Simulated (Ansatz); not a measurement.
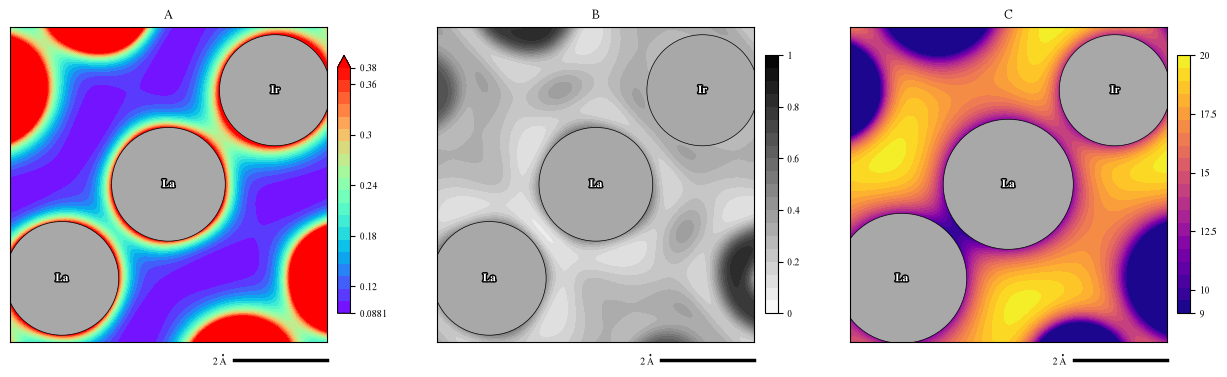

La2Ir: 3 fields on the (111) plane of the conventional cell, with unlabelled colour scales. Grey discs cover the atomic cores.

Space group P6/mmm; a structure generated by program, which may or may not match a known phase; computed without spin polarisation.

Computed with DFT PBE, scalar-relativistic, plane waves, PAW (Ansatz 0.2.0).

Q: The panels show electron localisation function, electrostatic potential energy of an electron and valence pseudo-density in some order. Assign them.

A: Panel A: valence pseudo-density. Panel B: electron localisation function. Panel C: electrostatic potential energy of an electron (low next to the atoms, rising into the space between them). From the grid: La–Ir (3.06 Å): ρ is about 0.26 e/Å³ halfway; the ELF is about 0.25 at the midpoint; no shared electron pair shows on this line. La–La (3.06 Å): ρ at the midpoint is about 0.21 e/Å³; the ELF is about 0.10 at the midpoint (no localised pair shows between them).
